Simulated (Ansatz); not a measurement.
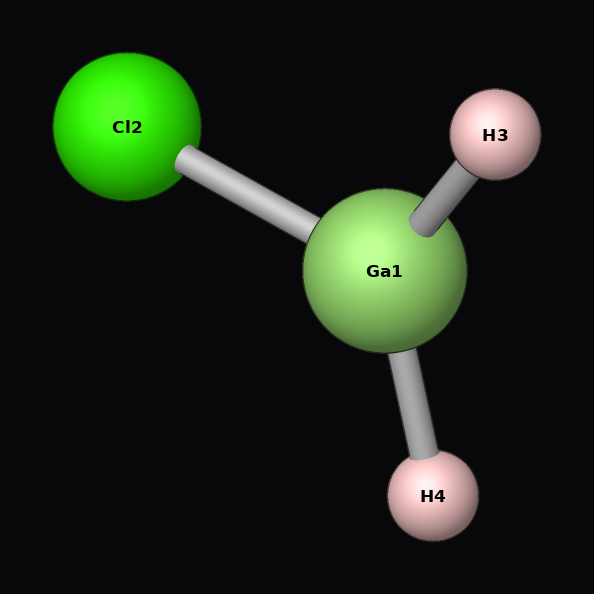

The questions are on Mulliken charges. The computed structure is the end point of a PBE0-D4/def2-TZVP optimisation. Level of theory: RKS PBE0-D4/def2-TZVP (Ansatz 0.2.0).

List the Mulliken charges.

| atom | value (e) |
| --- | --- |
| Ga1 | 0.41 |
| Cl2 | −0.30 |
| H3 | −0.06 |
| H4 | −0.06 |

Mulliken values depend strongly on the basis set and can even reverse the polarity of a bond.
